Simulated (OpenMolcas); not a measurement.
# A OpenMolcas job on InClF (SMILES [F][In][Cl])

Aim: the energy of InClF.

Program for the calculation: OpenMolcas 26.06.

## Step 1: The molecule

InClF: 3 atoms, total charge 0, spin state doublet. SMILES: `[F][In][Cl]`. All atoms were displaced at random from a relaxed shape.

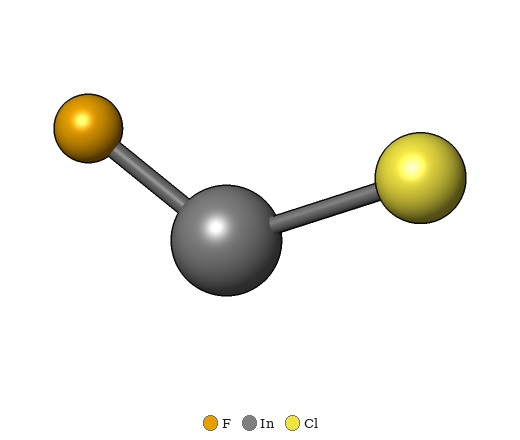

Viewed from a chosen angle; fluorine amber, indium grey, chlorine yellow.

## Step 2: The input as written

step14.input

```
* ClFIn CASPT2
>>> EXPORT MOLCAS_PRINT=2

&GATEWAY
  Coord
  3
  angstrom
  F       -0.122960       1.812298       0.326845
  In      -0.570351       0.088553      -0.261742
  Cl       0.784624      -1.780523       0.261182
  Basis=ANO-RCC-VDZP
  Group=NoSym
  RICD

&SEWARD

&RASSCF
  FileOrb=$CurrDir/step2.RasOrb
  Spin=2
  Nactel=5 0 0
  Inactive=35
  Ras2=4
  Iterations=1 100
  OrbListing=Nothing

&CASPT2
```

The run is started by

```
$ export MOLCAS_MEM=1860
$ pymolcas step14.input > step14.log
```

Log:

```text
--- Start Module: gateway ---

                                              &GATEWAY

                       available to each process: 1.9 GB of memory, 1 thread

++    Symmetry information:
      ---------------------

                    Character Table for C1

                             E
                    a        1  x, y, xy, Rz, z, xz, Ry, yz, Rx, I
--

++    Basis set information:
      ----------------------

      Basis set label: F.ANO-RCC...3S2P1D.

      Electronic valence basis set:
      ------------------
      Associated Effective Charge   9.000000 au
      Associated Actual Charge      9.000000 au
      Nuclear Model: Point charge

      Shell  nPrim  nBasis  Cartesian Spherical Contaminant
         s      14       3        X
         p       9       2        X
         d       4       1                 X

      Basis set label: IN.ANO-RCC...6S5P3D1F.

      Electronic valence basis set:
      ------------------
      Associated Effective Charge  49.000000 au
      Associated Actual Charge     49.000000 au
      Nuclear Model: Point charge

      Shell  nPrim  nBasis  Cartesian Spherical Contaminant
         s      22       6        X
         p      19       5        X
         d      13       3                 X
         f       5       1                 X

      Basis set label: CL.ANO-RCC...4S3P1D.

[... 105 lines left out ...]
      Nuclear repulsion energy =  332.49415533
[... 74 lines left out ...]
      No convergence after  1 iterations
[... 10 lines left out ...]
      printout of CI-coefficients larger than  0.05 for root  1
[... 1 line left out ...]
      conf/sym  1111     Coeff  Weight
[... 7 lines left out ...]
      *                                                    Final results                                                     *
[... 6 lines left out ...]
      RASSCF energy for state  1                  -6437.65022622
[... 12 lines left out ...]
::    RASSCF root number  1 Total energy:  -6437.65022622
[... 29 lines left out ...]
      Dipole Moment (debye):
[... 88 lines left out ...]
--

      Average orbitals are written to the RASORB file
      Natural orbitals for root   1 are written to the RASORB.1 file
      Spin density orbitals for root   1 are written to the SPDORB.1 file

--- Stop Module: rasscf /rc=_RC_NOT_CONVERGED_ ---
--- Module rasscf spent 2 seconds ---

.#######################.
.# Convergence problem #.
.#######################.

    Timing: Wall=21.05 User=19.46 System=1.55
```

Run time: 22 s. Hardware: 1 thread of Arm Neoverse N1, shared host; peak memory 0.37 GiB.

## Step 3: What went wrong

The run stopped without converging.

What is wrong: the iteration cap is too low for convergence. To mend it: RASSCF iteration cap default in place of 1.
